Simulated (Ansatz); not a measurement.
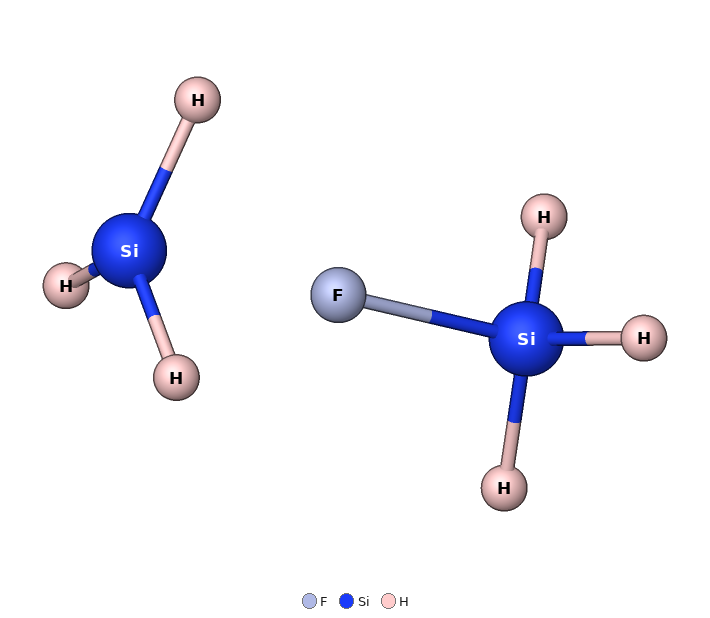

The species is neutral and a spin doublet. Sticks follow a distance rule. Harmonic vibrations computed with UKS PBE0-D4/def2-SVP (Ansatz 0.2.0) at a stationary point of the same level.

**Is this a minimum or a saddle point?**

A saddle point of order 2: imaginary frequencies 489i cm⁻¹, 66i cm⁻¹.

**How many vibrational modes are there, and where do they lie?**

21 modes: 489i, 66i, 174, 174, 212, 492, 494, 560, 561, 637, 854, 881, 882, 929, 929, 2173, 2236, 2238, 2284, 2319, 2320 cm⁻¹.
